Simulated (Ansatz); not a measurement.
# CH5GeNSi: rigid scan of one bond length, by script

How does the energy of CH5GeNSi change as one bond is stretched? A script is to give a rigid scan of one bond length; the system is CH5GeNSi.

Computed with the Python package of Ansatz 0.2.0. Level of theory: MP2/def2-SVP.

### Step 1. The structure

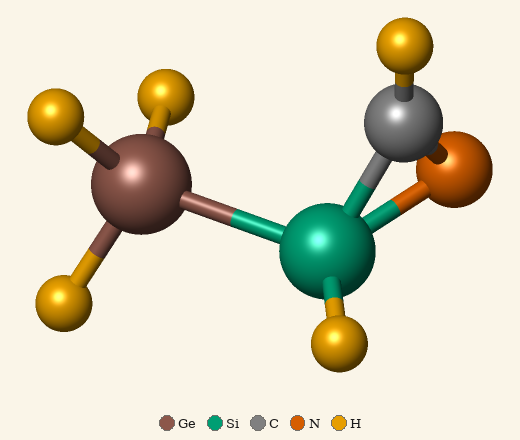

The starting structure, viewed from a chosen angle; germanium brown, silicon teal, carbon grey, nitrogen orange, hydrogen amber.

No structure file is read: the coordinates are typed or built in the script.

### Step 2. The code

Input file scan_ch5gensi.py:

```python
# -*- coding: utf-8 -*-
"""Potential curve of CH5GeNSi along one bond."""

import ansatz as az
import matplotlib.pyplot as plt
import numpy as np

ch5gensi = (
    az.Crystal.molecule()
    .atom("Ge", (-0.2794, 1.3808, -0.2695))
    .atom("Si", (-0.5835, -0.8109, 0.2622))
    .atom("C", (0.8863, -1.5582, 0.0768))
    .atom("N", (0.0592, -1.8643, -0.8983))
    .atom("H", (0.1598, 1.5372, -1.7661))
    .atom("H", (0.7185, 2.0854, 0.6622))
    .atom("H", (-1.661, 2.1548, -0.1194))
    .atom("H", (-1.134, -1.2988, 1.5025))
    .atom("H", (1.9226, -1.6723, 0.5324))
)

symbols = [site.symbol for site in ch5gensi.cartesian_sites]
start = np.array([site.position_ang for site in ch5gensi.cartesian_sites])
axis = (start[8] - start[2]) / np.linalg.norm(start[8] - start[2])
moving = [8]
lengths, energies = [0.97, 1.05, 1.14, 1.25, 1.42, 1.71, 2.05, 2.5], []
for length in lengths:
    xyz = start.copy()
    xyz[moving] += (length - np.linalg.norm(start[8] - start[2])) * axis
    point = az.Crystal.molecule()
    for symbol, place in zip(symbols, xyz):
        point = point.atom(symbol, place.tolist())
    base = point.calculation().basis(gaussian="def2-SVP").correlation("MP2")
    rep = base.run(threads=1, backend="cpu").report
    energies.append(rep["free_energy_ev"])
    print(f"r = {length:6.3f} A  E = {energies[-1]:.5f} eV  <S^2> = {abs(rep['mean_field']['state']['spin_squared']):.3f}")

print("energy above the lowest point (eV):", [round(e - min(energies), 3) for e in energies])
plt.figure(figsize=(4.5, 3))
plt.plot(lengths, np.array(energies) - min(energies), "o-")
plt.xlabel("bond length (A)")
plt.ylabel("E - E(min) (eV)")
plt.tight_layout()
plt.savefig("scan.png", dpi=100)
```

### Step 3. The calls as engine input

The package turns the script's settings into the engine's input (first run):

```yaml
crystal:
  periodic: [false, false, false]
  atoms:
    - { symbol: Ge, position_ang: [-0.2794, 1.3808, -0.2695] }
    - { symbol: Si, position_ang: [-0.5835, -0.8109, 0.2622] }
    - { symbol: C, position_ang: [0.8863, -1.5582, 0.0768] }
    - { symbol: "N", position_ang: [0.0592, -1.8643, -0.8983] }
    - { symbol: H, position_ang: [0.1598, 1.5372, -1.7661] }
    - { symbol: H, position_ang: [0.7185, 2.0854, 0.6622] }
    - { symbol: H, position_ang: [-1.661, 2.1548, -0.1194] }
    - { symbol: H, position_ang: [-1.134, -1.2988, 1.5025] }
    - { symbol: H, position_ang: [1.7697966081872787, -1.6554758496518078, 0.4652213593458691] }
basis:
  gaussian:
    orbitals: def2-SVP
correlation:
  method: mp2
```

### Step 4. Launch

Run with:

```
python scan_ch5gensi.py
```

What it wrote:

```text
r =  0.970 A  E = -66928.62801 eV  <S^2> = 0.000
r =  1.050 A  E = -66928.94441 eV  <S^2> = 0.000
r =  1.140 A  E = -66928.95117 eV  <S^2> = 0.000
r =  1.250 A  E = -66928.66710 eV  <S^2> = 0.000
r =  1.420 A  E = -66927.94549 eV  <S^2> = 0.000
r =  1.710 A  E = -66926.62523 eV  <S^2> = 0.000
r =  2.050 A  E = -66925.44669 eV  <S^2> = 0.000
r =  2.500 A  E = -66924.53289 eV  <S^2> = 0.000
energy above the lowest point (eV): [0.323, 0.007, 0.0, 0.284, 1.006, 2.326, 3.504, 4.418]
```

Wall time 25 s (1 thread of Arm Neoverse V2, shared host); peak memory 0.37 GiB.

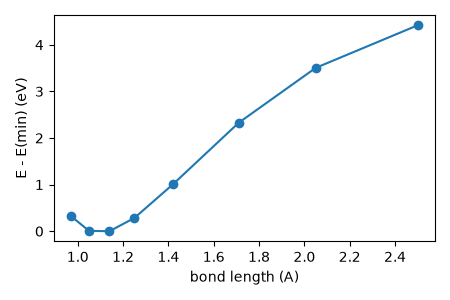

scan.png, as the script drew it.

### Step 5. What changed from run to run

The engine's inputs for some of the other runs:

Run 2, against run 1:

```diff
@@ -12 +12 @@
-    - { symbol: H, position_ang: [1.7697966081872787, -1.6554758496518078, 0.4652213593458691] }
+    - { symbol: H, position_ang: [1.8426623078315905, -1.6634986001385548, 0.4972561106321264] }
```

Run 3, against run 1:

```diff
@@ -12 +12 @@
-    - { symbol: H, position_ang: [1.7697966081872787, -1.6554758496518078, 0.4652213593458691] }
+    - { symbol: H, position_ang: [1.924636219931441, -1.6725241944361453, 0.5332952058291658] }
```

Run 7, against run 1:

```diff
@@ -12 +12 @@
-    - { symbol: H, position_ang: [1.7697966081872787, -1.6554758496518078, 0.4652213593458691] }
+    - { symbol: H, position_ang: [2.753483553385486, -1.7637829812228927, 0.8976905017103419] }
```

### Step 6. The engine's runs

One row for each of the 8 runs:

```tsv
run	distance (Å)	energy from run 3 (eV)	iterations in all	CPU time (s)
1	0.97	0.3232	12	2.1
2	1.05	0.0068	12	2.1
3	1.14	0.0000	12	2.1
4	1.25	0.2841	12	2
5	1.42	1.0057	12	2.1
6	1.71	2.3259	24	2.5
7	2.05	3.5045	35	5.1
8	2.50	4.4183	45	5.9
```

### Step 7. What came out

| quantity | value |
| --- | --- |
| runs compared | 8 |
| range of energy | 4.418 eV |
| lowest point, distance (Å) | 1.14 |

The curve has its lowest point inside the range, at 1.14. The ends stand 0.323 and 4.42 eV above it. The distance scanned is the script's pair 2, 8. Reading the output:
- The rest of the molecule is held rigid at a force-field or estimated start geometry, and the basis set is modest; single-reference methods fail as a bond breaks.
- The orbitals are restricted, so S² is zero by construction.
- Toward dissociation an unrestricted state lies under the restricted one, by 1 to 2 eV or more.
